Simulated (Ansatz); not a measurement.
Input file:

```
crystal:
  periodic: [false, false, false]
  atoms:
    - symbol: F
      position_ang: [2.112073, -1.699968, 1.360331]
    - symbol: F
      position_ang: [0.355743, 2.810076, 0.067698]
    - symbol: "N"
      position_ang: [0.544904, 0.016199, -0.229886]
    - symbol: O
      position_ang: [1.820757, 1.014004, 1.517942]
    - symbol: Si
      position_ang: [2.067303, -0.321320, 0.524253]
    - symbol: Si
      position_ang: [0.336339, 1.381227, 0.815840]
    - symbol: H
      position_ang: [3.305502, -0.300176, -0.276122]
    - symbol: H
      position_ang: [0.003935, -0.406885, -0.970912]
    - symbol: H
      position_ang: [-0.811111, 1.431035, 1.740535]
basis:
  gaussian: {orbitals: def2-SVPD}
hamiltonian: {xc: {name: PBE0}}
output: {forces: true, orbitals: {seedname: orbitals}}
```

Run with:

```sh
ansatz run input.yaml --threads 2 --pin off --max-ram 4350MiB --events-out events.jsonl --progress --plain --runs-dir runs
```

Geometry: PBE0-D3(BJ)/def2-SVP.

Level of theory: Ansatz, isolated molecule in a Gaussian basis; Kohn-Sham density functional theory, functional PBE0.

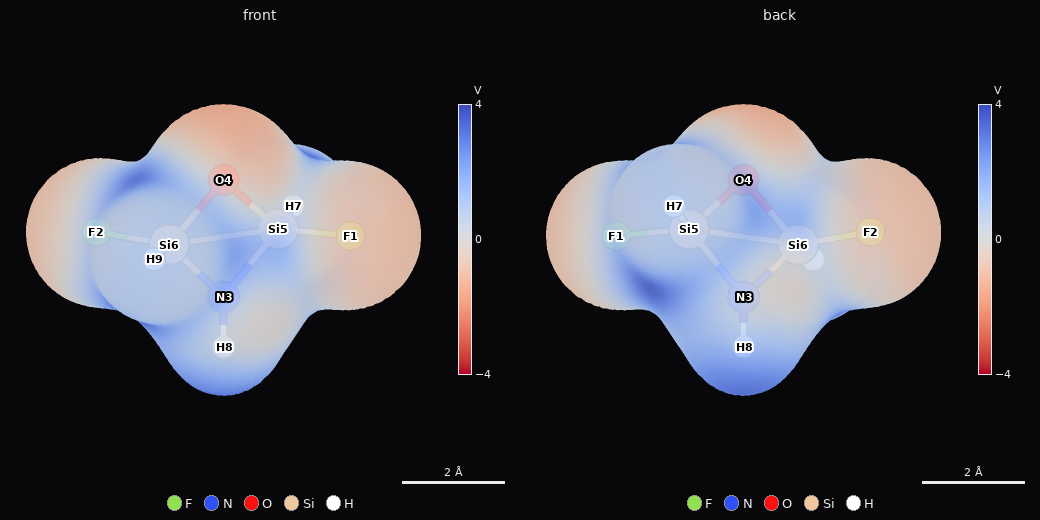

F2H3NOSi2. The molecular electrostatic potential painted on the density surface at 0.004 e/bohr³, seen from the front and from behind; red is negative and blue positive.

**Where is the surface potential most negative and most positive?**

The most negative region (about −1.4 V) lies over O4, the most positive (about +3.4 V) over Si5 and Si6. O4 is the likeliest acceptor of a hydrogen bond.
